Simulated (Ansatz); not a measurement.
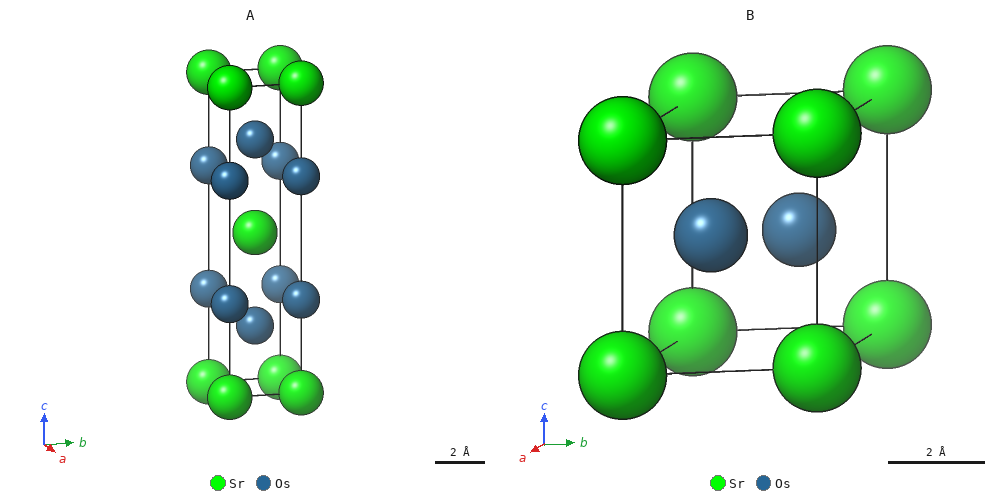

Two structures of SrOs2, each relaxed to rest (conventional cells in solid outline, small ones repeated, not to one scale). Method: DFT PBE, scalar-relativistic, plane waves, PAW in Ansatz, without spin polarisation.

> Identify the two structures.

A: 6 atoms a cell on a body-centred tetragonal lattice, I4/mmm. B: 3 atoms a cell on a primitive hexagonal lattice, P-3m1.

> Which has the lower energy, and by how much?

B is lower, by 252 meV/atom at this level of theory (energies at zero smearing). Volumes: A 20.3, B 24.8 Å³/atom.

One or both may be structure types tried for this composition rather than known phases.
